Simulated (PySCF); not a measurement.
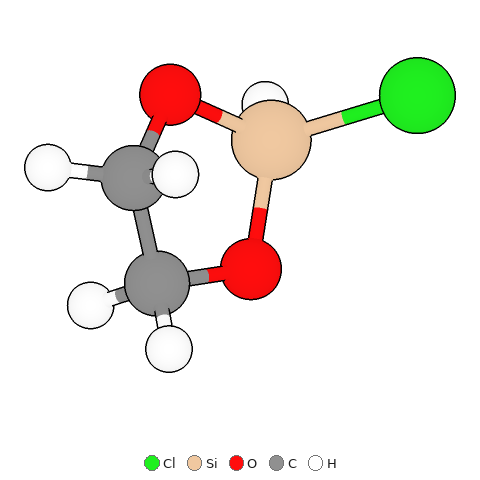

Structure of C₂H₅ClO₂Si, SMILES Cl[SiH]1OCCO1.

Simulated rotational absorption lines between 2 and 20 GHz at 2 K: rigid rotor with the equilibrium constants and dipole of one optimised conformer (PBE0-D3(BJ)/def2-SVP, PySCF), commonest isotopes; no centrifugal distortion, hyperfine structure, internal rotation or nuclear-spin weights; lines within 1 MHz of each other are summed. Lines of different type are drawn apart.

**What are the rotational constants, and what kind of rotor is it?**

Rotational constants A, B, C = 4.944, 1.680, 1.508 GHz; Ray's κ = −0.90, a near-prolate asymmetric top.

**Which dipole components drive the lines?**

|μa|, |μb|, |μc| = 2.13, 0.05, 0.17 D; a-type lines carry 100 % of the intensity in this range.

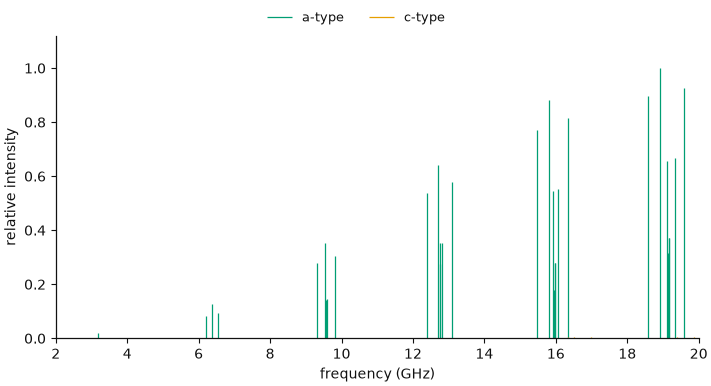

Known limits of this run: coarse grid, loose stop and no frequency check, small forces are noise and the end may be a saddle.
